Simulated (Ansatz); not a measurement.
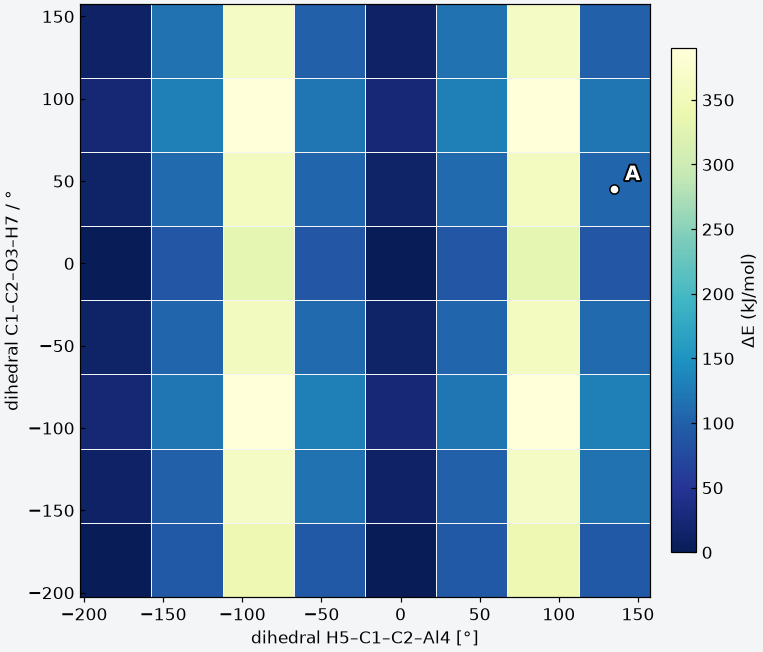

C2H5AlO, SMILES C=[C](O)[AlH2]. The first coordinate is: dihedral H5–C1–C2–Al4; the second: dihedral C1–C2–O3–H7. Nothing is relaxed (all other coordinates rigid). Grid: 8 × 8 points. Points are written as (first, second). Energies are in kJ/mol, from the lowest grid point. Energies and slopes of some neighbouring points disagree (a jump in structure or state, or too coarse a mesh). The dihedral twists a double bond; near 90° a spin-restricted reference is unreliable. These are results of Ansatz, RKS wB97X-V/def2-SVP, not measurements.

Drawn: one coloured cell a grid point, the point A.

Q: Which way does the force act at A, and how strong is it?

A: A, at (135°, 45°), is not a stationary point. The computed force is 4 kJ/mol for each degree towards larger values of dihedral H5–C1–C2–Al4 and 0.59 kJ/mol for each degree towards smaller values of dihedral C1–C2–O3–H7.
